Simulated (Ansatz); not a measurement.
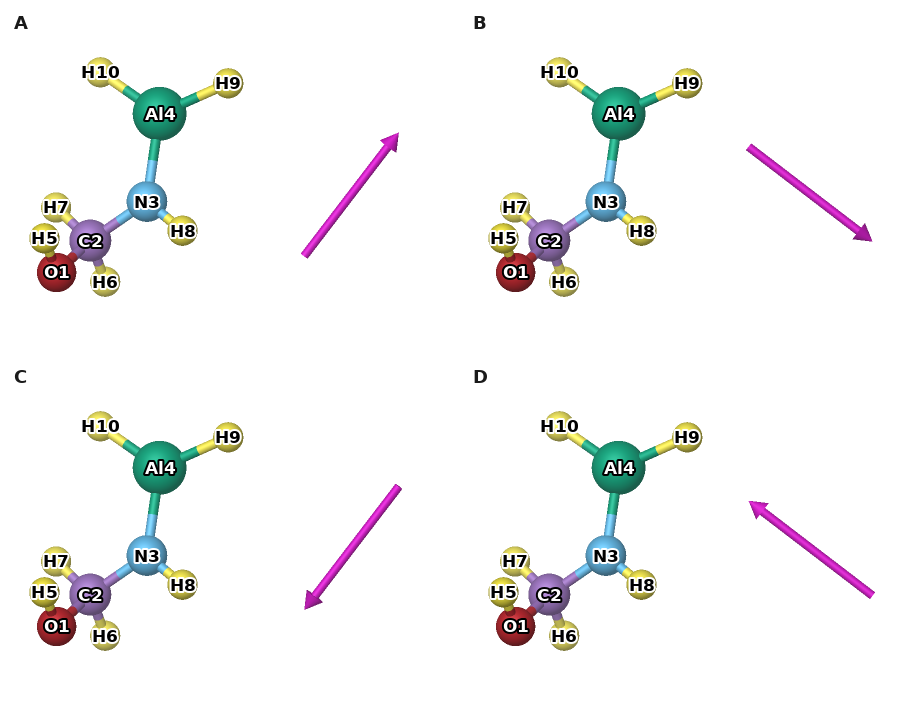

The same molecule four times, each with an arrow. The geometry was computed by an optimisation with PBE0-D4/def2-TZVP. Properties computed with RKS PBE0-D4/def2-TZVP (Ansatz 0.2.0).

Question: Which arrow points along the dipole moment, from the negative to the positive end?

Answer: A. The dipole moment is 0.87 D; it points from the side of O1 to the side of H9 (the outermost atoms at the two ends).
